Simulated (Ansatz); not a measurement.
**BrCuH, charge +1: a pair, distance and angle**

Aim: map the energy of BrCuH, charge +1 over two coordinates, and find its wells, ridges and stiffness.

Method: RKS wB97X-V/def2-SVPD; program: Ansatz 0.2.0.

### Step 1. The starting structure

3 atoms, charge 1, spin multiplicity 1.

Atoms are counted from 1 here; the program's logs count them from 0.

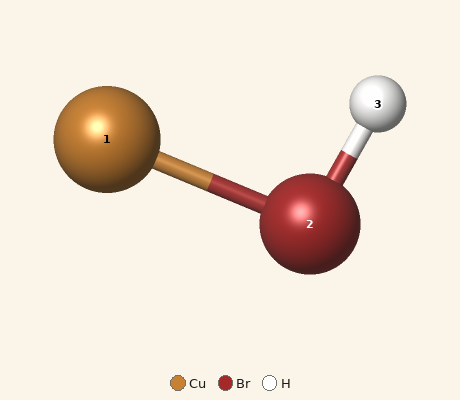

Start geometry, drawn with copper orange, bromine red, hydrogen white; atoms are numbered from 1 in the order of the file.

Coordinates:

| atom | x (Å) | y (Å) | z (Å) |
| --- | --- | --- | --- |
| Cu1 | -0.0848 | -0.0620 | -1.6687 |
| Br2 | -0.5090 | -0.3719 | 0.5873 |
| H3 | 0.5938 | 0.4338 | 1.0815 |

### Step 2. Relaxing the molecule

Input file input.yaml:

```yaml
crystal:
  periodic: [false, false, false]
  atoms:
    - { symbol: Cu, position_ang: [-0.084819, -0.061963, -1.668738] }
    - { symbol: Br, position_ang: [-0.509032, -0.371887, 0.587272] }
    - { symbol: H, position_ang: [0.593751, 0.43375, 1.081465] }
total_charge: 1
basis:
  gaussian: { orbitals: def2-SVPD }
hamiltonian:
  xc: { name: wB97X-V }
output:
  forces: true
relax:
  f_tol: 0.003
  max_steps: 120
```

Command:

```sh
> ansatz run input.yaml --threads 1 --pin off --max-ram 2560MiB --backend cpu --events-out ev --progress --plain --runs-dir out
```

Log, cut to the lines that bear on the results:

```text
Warning: RAYON_NUM_THREADS=1 ignored (pool sized by the plan → 1); use --threads N
[...]
Functional definition: wB97X-V
[...]
      + integral(e_c_pw_opposite_spin*poly(b97_u_opposite, cos0, cos1)) + vv10(b, c)
889 factors; integrals over basis functions are off by at most 3.5e-4 eV
210 factors; integrals over basis functions are off by at most 6.9e-6 eV
[...]
mean field -114670.70691745 eV, -4214.0707526196 hartree, gradient 3.9e-5 eV, S^2 0.000000; 0 other end points of the search recorded, 0 dependent functions left out
[...]
reference -114670.70691424 eV, -4214.0707525014 hartree; 32, 32 occupied and 51, 51 virtual orbitals, 889 factors
relax step   1: F+E_penalty+E_count = -114670.70691745 eV  Δ(F+E_penalty+E_count) = +0.000e0 eV  max|allowed force component| = 4.227e-1 eV/Å  Δτ_max = 0.0000 Å  (35 SCF iters, accepted)
[...]
relax step   3: F+E_penalty+E_count = -114670.71881785 eV  Δ(F+E_penalty+E_count) = -1.534e-3 eV  max|allowed force component| = 7.524e-3 eV/Å  Δτ_max = 0.0132 Å  (38 SCF iters, accepted)
[...]
relax step   4: F+E_penalty+E_count = -114670.71882283 eV  Δ(F+E_penalty+E_count) = -4.984e-6 eV  max|allowed force component| = 1.523e-4 eV/Å  Δτ_max = 0.0007 Å  (27 SCF iters, accepted)
889 factors; integrals over basis functions are off by at most 3.6e-4 eV
210 factors; integrals over basis functions are off by at most 7.1e-6 eV
mean field -114670.71882283 eV, -4214.0711901341 hartree, gradient 1.4e-5 eV, S^2 0.000000; 1 other end points of the search recorded, 0 dependent functions left out
[...]
reference -114670.71881960 eV, -4214.0711900154 hartree; 32, 32 occupied and 51, 51 virtual orbitals, 889 factors
Total energy: -114670.71881960 eV, -4214.0711900154 hartree
Atom 0 at    -0.090506    -0.066117    -1.705691 Å, force     0.000022     0.000016    -0.000070 eV/Å
Atom 1 at    -0.496121    -0.362455     0.601158 Å, force     0.000111     0.000081     0.000152 eV/Å
Atom 2 at     0.586527     0.428472     1.104532 Å, force    -0.000133    -0.000097    -0.000083 eV/Å
Dipole moment:     0.295656     0.215996    -0.633547 e Å
```

Wall time 47 s (1 thread of Arm Neoverse V1, shared host); peak memory 0.24 GiB.

Step by step:

| step | energy from step 1 (eV) | largest force component (eV/Å) |
| --- | --- | --- |
| 1 | 0.0000 | 0.4227 |
| 2 | -0.0104 | 0.1573 |
| 3 | -0.0119 | 0.0075 |
| 4 | -0.0119 | 0.0002 |

Distances of close pairs at the start and the end, largest changes first:

| bond | before (Å) | after (Å) | change (Å) |
| --- | --- | --- | --- |
| Cu1–Br2 | 2.316 | 2.361 | +0.045 |
| Br2–H3 | 1.452 | 1.432 | -0.020 |

### Step 3. Reference: HBr by itself, as typed

Input file input.yaml:

```yaml
crystal:
  periodic: [false, false, false]
  atoms:
    - { symbol: Br, position_ang: [-0.496121, -0.362455, 0.601158] }
    - { symbol: H, position_ang: [0.586527, 0.428472, 1.104532] }
basis:
  gaussian: { orbitals: def2-SVPD }
hamiltonian:
  xc: { name: wB97X-V }
output:
  forces: true
```

Command:

```sh
> ansatz run input.yaml --threads 1 --pin off --max-ram 2560MiB --backend cpu --events-out ev --progress --plain --runs-dir out
```

Log, cut to the lines that bear on the results:

```text
Warning: RAYON_NUM_THREADS=1 ignored (pool sized by the plan → 1); use --threads N
[...]
[... 1 set-up line as earlier in the session ...]
[...]
      + integral(e_c_pw_opposite_spin*poly(b97_u_opposite, cos0, cos1)) + vv10(b, c)
474 factors; integrals over basis functions are off by at most 1.3e-3 eV
130 factors; integrals over basis functions are off by at most 8.0e-5 eV
[...]
mean field -70047.88331975 eV, -2574.2122318401 hartree, gradient 2.7e-5 eV, S^2 0.000000; 0 other end points of the search recorded, 0 dependent functions left out
[...]
reference -70047.88331758 eV, -2574.2122317606 hartree; 18, 18 occupied and 31, 31 virtual orbitals, 474 factors
Total energy: -70047.88331758 eV, -2574.2122317606 hartree
Atom 0 at    -0.496121    -0.362455     0.601158 Å, force     0.233784     0.170791     0.108697 eV/Å
Atom 1 at     0.586527     0.428472     1.104532 Å, force    -0.233784    -0.170791    -0.108697 eV/Å
Dipole moment:     0.143749     0.105016     0.066836 e Å
```

Run time: 2.4 s. Hardware: 1 thread of Arm Neoverse V1, shared host; peak memory 0.11 GiB.

### Step 4. The part Cu+ alone, at the geometry typed

Input file input.yaml:

```yaml
crystal:
  periodic: [false, false, false]
  atoms:
    - { symbol: Cu, position_ang: [-0.090506, -0.066117, -1.705691] }
total_charge: 1
basis:
  gaussian: { orbitals: def2-SVPD }
hamiltonian:
  xc: { name: wB97X-V }
```

Command:

```sh
> ansatz run input.yaml --threads 1 --pin off --max-ram 2560MiB --backend cpu --events-out ev --progress --plain --runs-dir out
```

Log, cut to the lines that bear on the results:

```text
Warning: RAYON_NUM_THREADS=1 ignored (pool sized by the plan → 1); use --threads N
[...]
[... 1 set-up line as earlier in the session ...]
[...]
      + integral(e_c_pw_opposite_spin*poly(b97_u_opposite, cos0, cos1)) + vv10(b, c)
257 factors; integrals over basis functions are off by at most 1.4e-4 eV
54 factors; integrals over basis functions are off by at most 1.3e-4 eV
[...]
mean field -44621.41311543 eV, -1639.8066865121 hartree, gradient 6.5e-6 eV, S^2 0.000000; 0 other end points of the search recorded, 0 dependent functions left out
reference -44621.41311520 eV, -1639.8066865034 hartree; 14, 14 occupied and 20, 20 virtual orbitals, 257 factors
Total energy: -44621.41311520 eV, -1639.8066865034 hartree
```

Wall time 1.7 s (1 thread of Arm Neoverse V1, shared host); peak memory 0.098 GiB.

### Step 5. Plan of the scan

The axes are (1) distance Br2···Cu1: 9 values from 1.983 to 3.383 Å; (2) turn of Cu1 about Br2: 9 values from −90.0 °.

Nothing else is relaxed (both partners rigid). Energies count from the ion and the molecule far apart, frozen as in the relaxed pair, each in its own basis (no counterpoise correction). Points are written as (first, second).

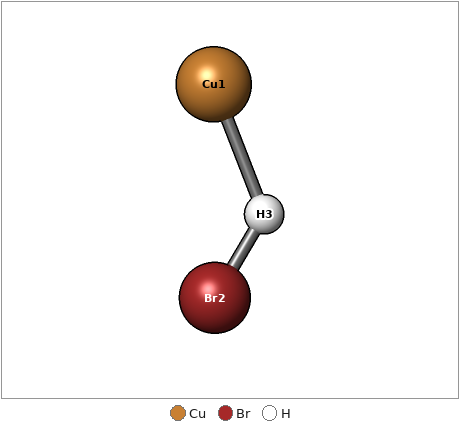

The geometry at (3.144 Å, −67.5°).

Below, 3 of the grid's runs; all are launched alike.

### Step 6. Grid point (3.144 Å, −67.5°)

Input file input.yaml:

```yaml
crystal:
  periodic: [false, false, false]
  atoms:
    - { symbol: Cu, position_ang: [2.002336, 1.462801, 0.043584] }
    - { symbol: Br, position_ang: [-0.496121, -0.362455, 0.601158] }
    - { symbol: H, position_ang: [0.586527, 0.428472, 1.104532] }
total_charge: 1
basis:
  gaussian: { orbitals: def2-SVPD }
hamiltonian:
  xc: { name: wB97X-V }
output:
  forces: true
```

Command:

```sh
> ansatz run input.yaml --threads 1 --pin off --max-ram 2560MiB --backend cpu --events-out ev --progress --plain --runs-dir out
```

Log, cut to the lines that bear on the results:

```text
Warning: RAYON_NUM_THREADS=1 ignored (pool sized by the plan → 1); use --threads N
[...]
[... 1 set-up line as earlier in the session ...]
[...]
      + integral(e_c_pw_opposite_spin*poly(b97_u_opposite, cos0, cos1)) + vv10(b, c)
836 factors; integrals over basis functions are off by at most 1.1e-3 eV
185 factors; integrals over basis functions are off by at most 1.9e-4 eV
[...]
mean field -114669.58001377 eV, -4214.0293396729 hartree, gradient 6.9e-5 eV, S^2 0.000000; 0 other end points of the search recorded, 0 dependent functions left out
[...]
reference -114669.58001019 eV, -4214.0293395414 hartree; 32, 32 occupied and 51, 51 virtual orbitals, 836 factors
Total energy: -114669.58001019 eV, -4214.0293395414 hartree
Atom 0 at     2.002336     1.462801     0.043584 Å, force    -0.361355    -0.263988    -0.125992 eV/Å
Atom 1 at    -0.496121    -0.362455     0.601158 Å, force     0.414196     0.302594    -0.326304 eV/Å
Atom 2 at     0.586527     0.428472     1.104532 Å, force    -0.052840    -0.038606     0.452297 eV/Å
Dipole moment:     1.135870     0.829813    -0.197948 e Å
```

Run time: 11 s. Hardware: 1 thread of Arm Neoverse V1, shared host; peak memory 0.22 GiB.

Energy on the map's scale: −0.28 eV.

### Step 7. The run at (2.338 Å, 0.0°)

Changes to input.yaml since step 6:

```diff
@@ -3,3 +3,3 @@
   atoms:
-    - { symbol: Cu, position_ang: [2.002336, 1.462801, 0.043584] }
+    - { symbol: Cu, position_ang: [-0.094442, -0.068993, -1.683306] }
     - { symbol: Br, position_ang: [-0.496121, -0.362455, 0.601158] }
```

Command:

```sh
> ansatz run input.yaml --threads 1 --pin off --max-ram 2560MiB --backend cpu --events-out ev --progress --plain --runs-dir out
```

Log, cut to the lines that bear on the results:

```text
Warning: RAYON_NUM_THREADS=1 ignored (pool sized by the plan → 1); use --threads N
[...]
[... 1 set-up line as earlier in the session ...]
[...]
      + integral(e_c_pw_opposite_spin*poly(b97_u_opposite, cos0, cos1)) + vv10(b, c)
837 factors; integrals over basis functions are off by at most 9.9e-4 eV
182 factors; integrals over basis functions are off by at most 5.2e-5 eV
[...]
mean field -114670.71716147 eV, -4214.0711290804 hartree, gradient 3.4e-5 eV, S^2 0.000000; 0 other end points of the search recorded, 0 dependent functions left out
[...]
reference -114670.71715825 eV, -4214.0711289621 hartree; 32, 32 occupied and 51, 51 virtual orbitals, 837 factors
Total energy: -114670.71715825 eV, -4214.0711289621 hartree
Atom 0 at    -0.094442    -0.068993    -1.683306 Å, force     0.024130     0.017629    -0.142475 eV/Å
Atom 1 at    -0.496121    -0.362455     0.601158 Å, force    -0.027825    -0.020328     0.138813 eV/Å
Atom 2 at     0.586527     0.428472     1.104532 Å, force     0.003695     0.002699     0.003662 eV/Å
Dipole moment:     0.294216     0.214944    -0.622443 e Å
```

Wall time 10 s (1 thread of Arm Neoverse V1, shared host); peak memory 0.22 GiB.

That is −1.42 eV from the zero.

### Step 8. Point (2.708 Å, 90.0°)

Changes to input.yaml since step 7:

```diff
@@ -3,3 +3,3 @@
   atoms:
-    - { symbol: Cu, position_ang: [-0.094442, -0.068993, -1.683306] }
+    - { symbol: Cu, position_ang: [-2.632695, -1.923329, 0.024973] }
     - { symbol: Br, position_ang: [-0.496121, -0.362455, 0.601158] }
```

Command:

```sh
> ansatz run input.yaml --threads 1 --pin off --max-ram 2560MiB --backend cpu --events-out ev --progress --plain --runs-dir out
```

Log, cut to the lines that bear on the results:

```text
Warning: RAYON_NUM_THREADS=1 ignored (pool sized by the plan → 1); use --threads N
[...]
[... 1 set-up line as earlier in the session ...]
[...]
      + integral(e_c_pw_opposite_spin*poly(b97_u_opposite, cos0, cos1)) + vv10(b, c)
837 factors; integrals over basis functions are off by at most 1.1e-3 eV
183 factors; integrals over basis functions are off by at most 8.1e-5 eV
[...]
mean field -114669.87587506 eV, -4214.0402123748 hartree, gradient 5.0e-5 eV, S^2 0.000000; 0 other end points of the search recorded, 0 dependent functions left out
[...]
reference -114669.87587198 eV, -4214.0402122619 hartree; 32, 32 occupied and 51, 51 virtual orbitals, 837 factors
Total energy: -114669.87587198 eV, -4214.0402122619 hartree
Atom 0 at    -2.632695    -1.923329     0.024973 Å, force     0.321045     0.234539     0.177695 eV/Å
Atom 1 at    -0.496121    -0.362455     0.601158 Å, force    -0.144294    -0.105412    -0.275327 eV/Å
Atom 2 at     0.586527     0.428472     1.104532 Å, force    -0.176751    -0.129126     0.097632 eV/Å
Dipole moment:    -0.681729    -0.498037    -0.150629 e Å
```

Run time: 11 s. Hardware: 1 thread of Arm Neoverse V1, shared host; peak memory 0.22 GiB.

Energy on the map's scale: −0.58 eV.

### Step 9. All points together

74 points were computed, and 7 have no value (skipped by design, atoms too close, or no result). Energies in eV, from the ion and the molecule far apart, frozen as in the relaxed pair, each in its own basis (no counterpoise correction):

```csv
"turn of Cu1 about Br2 (°) ↓, distance Br2···Cu1 (Å) →",1.983,2.059,2.184,2.338,2.514,2.708,2.919,3.144,3.383
90.0,0.22,−0.14,−0.47,−0.63,−0.64,−0.58,−0.48,−0.39,−0.31
67.5,0.17,−0.18,−0.52,−0.67,−0.68,−0.61,−0.51,−0.41,−0.32
45.0,−0.14,−0.50,−0.83,−0.97,−0.95,−0.85,−0.71,−0.57,−0.44
22.5,−0.47,−0.84,−1.16,−1.29,−1.25,−1.10,−0.92,−0.74,−0.58
0.0,−0.59,−0.96,−1.30,−1.42,−1.37,−1.21,−1.01,−0.81,−0.63
−22.5,−0.39,−0.78,−1.14,−1.29,−1.25,−1.11,−0.92,−0.73,−0.56
−45.0,0.12,−0.31,−0.72,−0.93,−0.94,−0.84,−0.69,−0.53,−0.38
−67.5,–,–,1.11,0.21,−0.24,−0.38,−0.37,−0.28,−0.19
−90.0,–,–,–,–,–,0.66,0.10,−0.05,−0.04
```

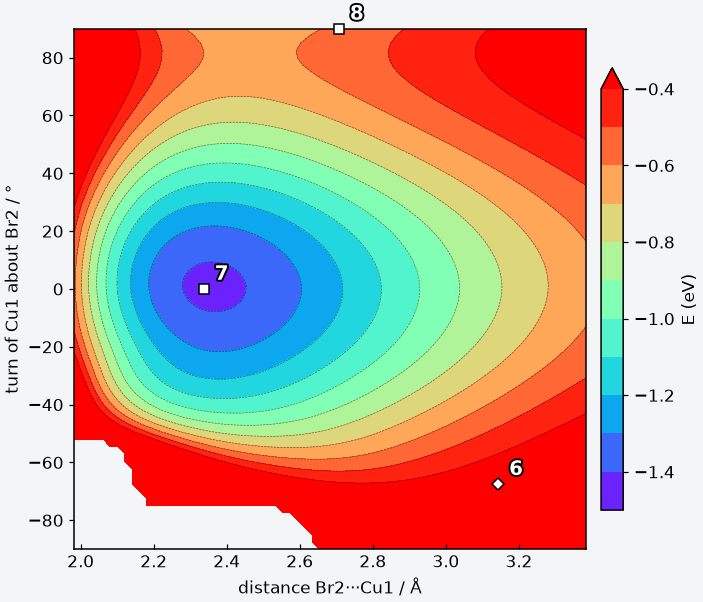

The map; numbers mark the steps of this session that print a point's run. The picture shows filled contours, one colour for all values above the top of the scale, blanks where no value was computed.

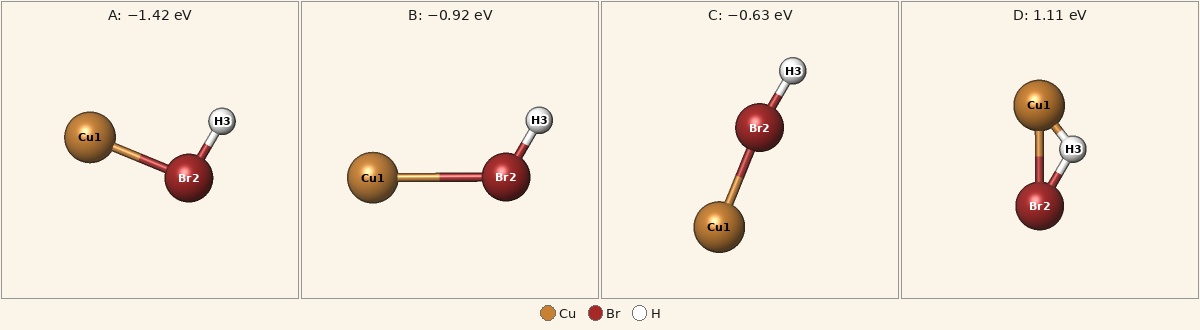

Structures on the grid, at one scale: A at (2.338 Å, 0.0°); B at (2.919 Å, 22.5°); C at (2.338 Å, 90.0°); D at (2.184 Å, −67.5°).

The largest force on an atom (eV/Å) at each point:

| turn of Cu1 about Br2 (°) ↓, distance Br2···Cu1 (Å) → | 1.983 | 2.059 | 2.184 | 2.338 | 2.514 | 2.708 | 2.919 | 3.144 | 3.383 |
| --- | --- | --- | --- | --- | --- | --- | --- | --- | --- |
| 90.0 | 5.8 | 3.9 | 1.9 | 0.7 | 0.3 | 0.4 | 0.5 | 0.4 | 0.3 |
| 67.5 | 5.9 | 4.0 | 2.0 | 0.8 | 0.5 | 0.5 | 0.5 | 0.4 | 0.3 |
| 45.0 | 6.2 | 4.3 | 2.3 | 1.1 | 0.7 | 0.7 | 0.7 | 0.6 | 0.5 |
| 22.5 | 6.2 | 4.2 | 2.1 | 0.7 | 0.6 | 0.9 | 0.9 | 0.8 | 0.6 |
| 0.0 | 6.0 | 3.9 | 1.7 | 0.1 | 0.6 | 0.9 | 0.9 | 0.8 | 0.7 |
| −22.5 | 6.2 | 4.1 | 1.8 | 0.5 | 0.9 | 1.2 | 1.2 | 1.1 | 0.9 |
| −45.0 | 6.9 | 4.7 | 2.4 | 1.0 | 0.8 | 1.1 | 1.1 | 1.0 | 0.9 |
| −67.5 | – | – | 9.7 | 4.8 | 2.4 | 1.3 | 0.7 | 0.6 | 0.6 |
| −90.0 | – | – | – | – | – | 4.6 | 1.4 | 0.3 | 0.2 |

### Step 10. What came out

| quantity | value |
| --- | --- |
| lowest point | (2.338 Å, 0.0°), −1.42 eV |
| highest computed point (blank points may lie higher) | (2.184 Å, −67.5°), 2.53 eV above the lowest |
| largest force on an atom (eV/Å) | 0.1 at (2.338 Å, 0.0°) to 9.7 at (2.184 Å, −67.5°); 0.1 at the lowest point |
| time for the whole task | 14 min on 1 thread, shared host |

**Reading.** The lowest computed point is at (2.338 Å, 0.0°), −1.42 eV from the ion and the molecule far apart, frozen as in the relaxed pair, each in its own basis (no counterpoise correction). The grid is coarse, so the lowest point of the scanned range may lie between grid points; coordinates that were held can hide deeper minima. The grid shows no other well, apart from its symmetry copies. The highest computed point, (2.184 Å, −67.5°), lies 2.53 eV above the lowest. Round the minimum the two coordinates are nearly uncoupled. Between some neighbouring points the energy changes steeply, from close contacts of the rigid frames or a change of state; the map doesn't tell which. No counterpoise correction was made, so wells between separate parts tend to come out somewhat too deep.
